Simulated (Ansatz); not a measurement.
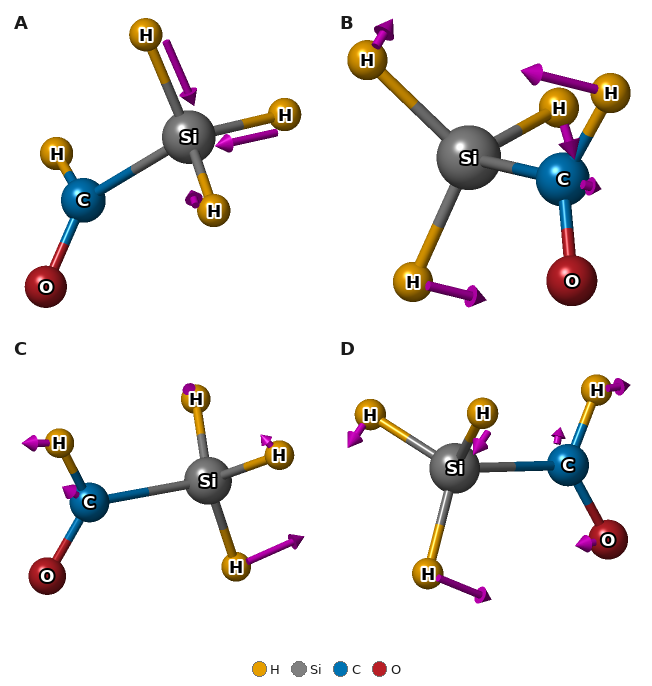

4 normal modes of one molecule or complex, as arrows. Harmonic vibrations computed with RKS PBE0-D4/def2-TZVP (Ansatz 0.2.0) at a stationary point of the same level.

Match the panels to the wavenumbers 280 cm⁻¹, 738 cm⁻¹, 905 cm⁻¹, 2222 cm⁻¹.

A: 2222 cm⁻¹, in-phase stretching of 2 Si–H bonds
B: 905 cm⁻¹, H–Si–H bending
C: 738 cm⁻¹
D: 280 cm⁻¹, angle bending
